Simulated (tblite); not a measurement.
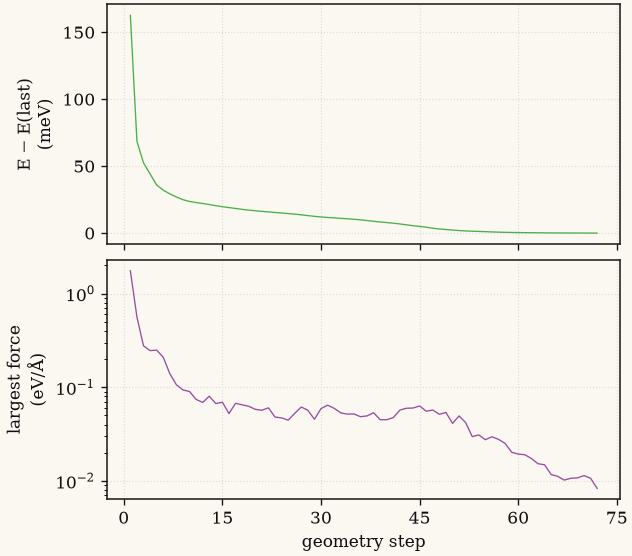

History of a geometry optimisation.

System: 1-vinylnaphthalene (SMILES C=Cc1cccc2ccccc12).
Method: GFN2-xTB geometry optimisation, gas phase (tblite 0.8.0).

How did the optimisation end?

The optimisation met its thresholds at geometry 72, counting the start as the first. The energy fell by about 160 meV from the first step to the last. The largest force goes from about 1.8 eV/Å at the start to 8 × 10⁻³ eV/Å at the end.
